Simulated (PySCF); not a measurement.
# TbSF: how tightly the ligands are held

What does it cost to pull a ligand from TbSF? It is a constructed species; whether it can be made isn't addressed.

Program: PySCF 2.14.0. Level of theory: PBE0, Tb lcecp-1-SVP with ECP54, S def2-SVP, F def2-SVP; scalar-relativistic core potentials, no spin–orbit coupling. These are calculated values, not measurements.

1 further run of the same task is left out (for a known fault of the program).

### 1 Where the work starts

3 atoms, charge 0, spin multiplicity 1.

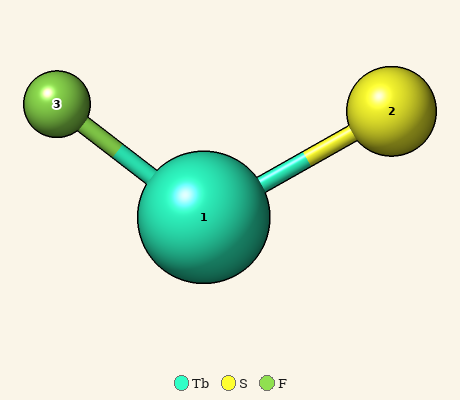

The geometry (terbium teal, sulfur yellow, fluorine green); atoms are numbered from 1 in the order of the file.

As a file:

```
Tb   -0.1816    0.0000   -0.4146
S     1.7940    0.0000    0.8315
F    -1.8311    0.0000    0.7342
```

Formal oxidation states: Tb +3. Each metal's 8 4f electrons lie in its core potential, so multiplicities, spins and levels count the valence alone. An earlier session relaxed this geometry at PBE0, Tb lcecp-1-SVP with ECP54, S def2-SVP, F def2-SVP (singlet, point group Cs).

### 2 Rigid scan of S

Atom 2 moves along the line from atom 1; the distance is to the donor, the donors' midpoint or the ring centre. Each point starts from the density of the one before.

| distance (Å) | energy from the relaxed point (eV) |
| --- | --- |
| 2.04 | 1.326 |
| 2.14 | 0.516 |
| 2.24 | 0.113 |
| 2.34 | 0.000 |
| 2.44 | 0.089 |
| 2.54 | 0.315 |
| 2.64 | 0.632 |
| 2.79 | 1.202 |

Run time: 3.2 s. Hardware: 2 threads of Arm Neoverse V1, shared host.

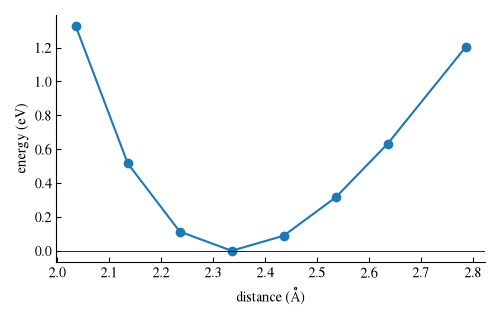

Energy along the rigid scan of S.

### 3 F taken off

The ligand (atom 3) keeps its formal charge and a closed shell where it can; ligand and rest are solved at the complex's geometry, in vacuum, with the settings of the relaxation.

| part | charge | state | energy (Eh) |
| --- | --- | --- | --- |
| complex | 0 | singlet | -534.188855 |
| ligand | -1 | singlet | -99.594968 |
| rest | 1 | singlet | -434.180332 |

Wall time 0.3 s (2 threads of Arm Neoverse V1, shared host).

### 4 Rigid scan of F

Atom 3 moves along the line from atom 1; the distance is to the donor, the donors' midpoint or the ring centre. Each point starts from the density of the one before.

| distance (Å) | energy from the relaxed point (eV) |
| --- | --- |
| 1.71 | 1.492 |
| 1.81 | 0.562 |
| 1.91 | 0.119 |
| 2.01 | 0.000 |
| 2.11 | 0.089 |
| 2.21 | 0.311 |
| 2.41 | 0.958 |
| 2.71 | 2.069 |
| 3.11 | 3.407 |
| 3.61 | 4.631 |

Wall time 4.3 s (2 threads of Arm Neoverse V1, shared host).

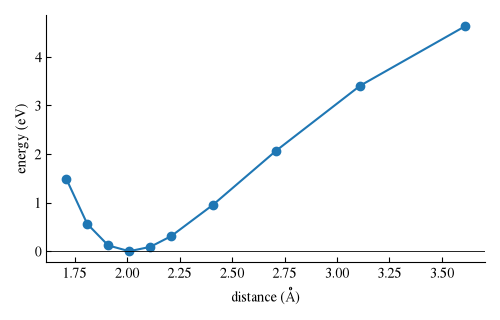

Energy along the rigid scan of F.

### 5 What came out

| quantity | value |
| --- | --- |
| stiffness of the S contact | 20.2 eV/Å² |
| taking off F | 11.25 eV |
| stiffness of the F contact | 20.9 eV/Å² |

**Reading.** Near 2.34 Å the S contact has a stiffness of about 20.2 eV/Å², and the energy stands 1.20 eV higher at 2.79 Å. Taking off F as a fragment of charge -1 costs 11.25 eV, much of it the attraction of the two charges. Near 2.01 Å the F contact has a stiffness of about 20.9 eV/Å², and the energy stands 4.63 eV higher at 3.61 Å. The free anion is solved without diffuse functions, no counterpoise correction is made, and the parts aren't relaxed; each of these makes the binding look larger. These are double-zeta-type bases without diffuse functions. Spin–orbit coupling is left out.
